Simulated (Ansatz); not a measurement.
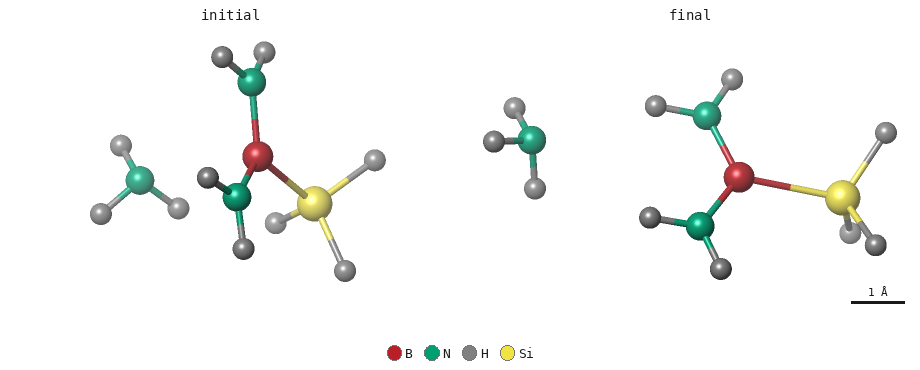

The structure of BSiN3H10 before (left) and after (right) a relaxation, at one scale.

Style: ball-and-stick. Shown from a free direction.

The run prepares an end point of a later path (reaction) calculation, from a guessed geometry.

These are results of RHF/def2-SVP in Ansatz 0.2.0, not measurements. Settings: no spin polarisation; force threshold 0.03 eV/Å; at most 50 steps.

Q: Summarise the run.

A: The relaxation stopped without meeting its thresholds, so the last structure isn't shown to be converged. It used up its limit of 50 steps. The energy falls by 11.3 kcal/mol in 43 accepted moves (49 points after the start). Largest force component: 1.3 eV/Å at the start, 0.12 eV/Å at the end. The line search rejected the trial steps at points 10, 37, 40, 41, 44, 45 of the run. The forces were under the threshold at step 9, but the run went on from there. The largest moves after the best rigid fit, 2.23 Å, are those of H atoms. By element the largest moves are H 2.23 Å, N 1.66 Å, Si 1.40 Å, B 0.73 Å. Among the contacts that change: B–Si 1.988 → 2.058 Å, H–N 1.027 → 1.008 Å, B–N 1.419 → 1.410 Å. Among the angles between lasting bonds that change: B–Si–H 115.3° → 111.5°. The run took 87 s on 2 threads of Intel(R) Xeon(R) CPU @ 2.80GHz (Skylake/Cascade Lake), on a shared host, peak memory 0.3 GiB.

Limits of the set-up: Hartree-Fock leaves out electron correlation.
